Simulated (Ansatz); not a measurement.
Structure (in its standard cell), the input geometry of an electronic-structure calculation (not necessarily at equilibrium):

```
CELL_PARAMETERS angstrom
2.68877 0.00000 0.00000
-1.34439 2.32854 0.00000
0.00000 0.00000 4.25374
ATOMIC_POSITIONS crystal
Ru 0.33333 0.66667 0.75000
Ru 0.66667 0.33333 0.25000
```

**Predict the [201] zone-axis pattern (100 kV, kinematic, B = 1 Å²).**

The spots form a centred rectangular net whose two shortest vectors correspond to d = 2.33 Å and 1.57 Å, 70.3° apart. They are 0 1 0 and 1 0 -2. The pattern has symmetry 2mm. No reflection of this zone is absent.

Strongest reflections with d > 0.80 Å, one of each family (|F|² from tabulated Gaussian fits of the electron scattering factors, times a small damping for the curvature of the Ewald sphere):

```json
{"hkl": "0 1 0", "d (Å)": "2.329", "I (strongest = 100)": "100"}
{"hkl": "1 1 -2", "d (Å)": "1.136", "I (strongest = 100)": "67"}
{"hkl": "1 0 -2", "d (Å)": "1.570", "I (strongest = 100)": "44"}
{"hkl": "2 -1 -4", "d (Å)": "0.834", "I (strongest = 100)": "20"}
{"hkl": "0 2 0", "d (Å)": "1.164", "I (strongest = 100)": "18"}
{"hkl": "1 2 -2", "d (Å)": "0.813", "I (strongest = 100)": "4"}
```

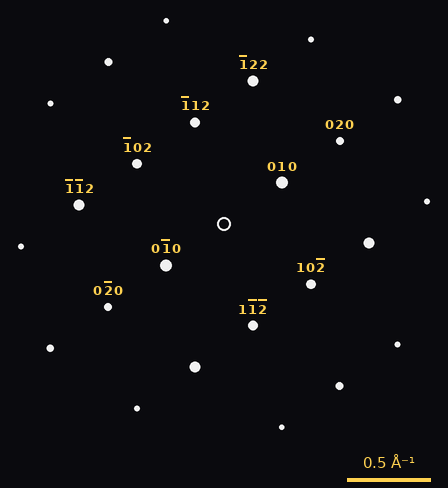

Calculated pattern, seen from the source side with [201] pointing towards the source.
